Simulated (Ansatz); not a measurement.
Pb (fcc, Cu type)

```cif
data_Pb
_chemical_formula_sum 'Pb1'
_space_group_name_H-M_alt 'P 1'
_space_group_IT_number 1
_cell_length_a 3.55966
_cell_length_b 3.55966
_cell_length_c 3.55966
_cell_angle_alpha 60.000
_cell_angle_beta 60.000
_cell_angle_gamma 60.000
loop_
_space_group_symop_operation_xyz
  'x, y, z'
loop_
_atom_site_label
_atom_site_type_symbol
_atom_site_fract_x
_atom_site_fract_y
_atom_site_fract_z
_atom_site_occupancy
Pb1 Pb 0.00000 0.00000 0.00000 1
```

This relaxed cell (volume V₀) is scaled evenly in all directions, its shape held. Symmetry pins the atoms to their sites.

Calculation: PBE (plane waves to 420 eV, PAW, scalar-relativistic; Ansatz, a program for electronic structure). k mesh 16×16×16 (Γ-centred), Fermi-Dirac smearing 0.05 eV. E stands for the smeared free energy. Pb was relaxed with its symmetry unable to fall. Spin-orbit coupling is left out, though Pb is heavy. The PAW data are Ansatz's earlier set. The relaxed volume of Pb is well above the measured one; the method has no dispersion term. ΔE is measured from the relaxed starting cell.

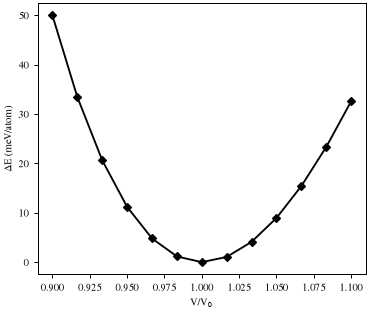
Figure. ΔE (meV/atom) against V/V₀; one marker a computed point.

Problem. What is ΔE at V/V₀ = 0.900?

Solution. About 50 meV/atom.

Problem. What bulk modulus B₀ follows from a third-order Birch-Murnaghan fit?

Solution. About 40 GPa.

Problem. What is ΔE at V/V₀ = 1.100?

Solution. About 33 meV/atom.

(Under strain, the slope of the energy per volume gives the stress and its curvature an elastic modulus.)
